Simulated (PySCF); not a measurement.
```yaml
atoms:
  - { symbol: N, position_ang: [-0.3628, -0.8563, 2.8113] }
  - { symbol: C, position_ang: [0.1492, -0.6810, 1.8021] }
  - { symbol: C, position_ang: [0.7896, -0.4510, 0.5452] }
  - { symbol: Si, position_ang: [2.2051, 0.8586, 0.8460] }
  - { symbol: C, position_ang: [1.5260, -1.6631, 0.0853] }
  - { symbol: O, position_ang: [1.7710, -1.9207, -1.0624] }
  - { symbol: C, position_ang: [-0.1865, 0.0639, -0.5133] }
  - { symbol: C, position_ang: [-1.4661, -0.7650, -0.7375] }
  - { symbol: C, position_ang: [-2.2839, 0.5347, -0.7171] }
  - { symbol: C, position_ang: [-1.0590, 1.2788, -0.1615] }
  - { symbol: H, position_ang: [2.8049, 1.1014, -0.4606] }
  - { symbol: H, position_ang: [3.1562, 0.2879, 1.7958] }
  - { symbol: H, position_ang: [1.5516, 2.0431, 1.3920] }
  - { symbol: H, position_ang: [1.8816, -2.3122, 0.9097] }
  - { symbol: H, position_ang: [0.3637, 0.2032, -1.4456] }
  - { symbol: H, position_ang: [-1.4985, -1.3487, -1.6546] }
  - { symbol: H, position_ang: [-1.6939, -1.4159, 0.1057] }
  - { symbol: H, position_ang: [-3.1658, 0.5308, -0.0816] }
  - { symbol: H, position_ang: [-2.5647, 0.8706, -1.7128] }
  - { symbol: H, position_ang: [-0.7971, 2.2160, -0.6493] }
  - { symbol: H, position_ang: [-1.1297, 1.4420, 0.9131] }
```

Geometry: GFN2-xTB.

Level of theory: PBE0/pcSseg-1, SCF density, gas phase, non-relativistic (PySCF).

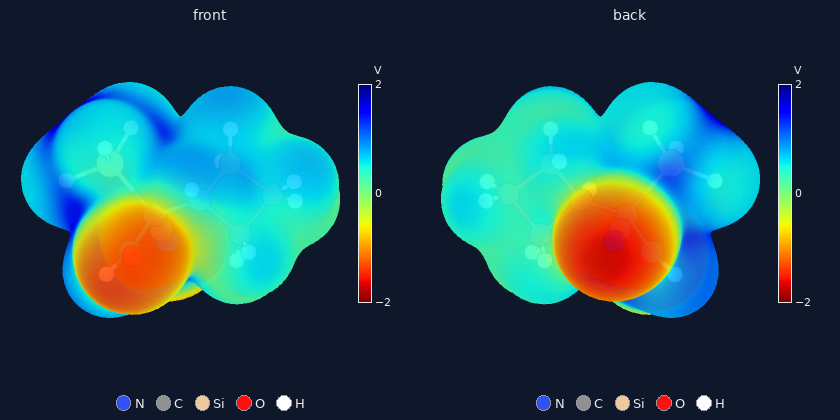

C7H11NOSi. The electrostatic potential painted on the density surface at 0.002 e/bohr³, seen from the front and from behind; red is negative and blue positive.

Which sites attract a positive test charge, and which a negative one?

A positive charge is drawn to the negative regions and a negative charge to the positive ones. The most negative region (about −1.7 V) lies over N1, the most positive (about +1.9 V) over Si4. N1 is the likeliest acceptor of a hydrogen bond.

How polar is the molecule by this calculation?

Its dipole moment is 2.62 D.
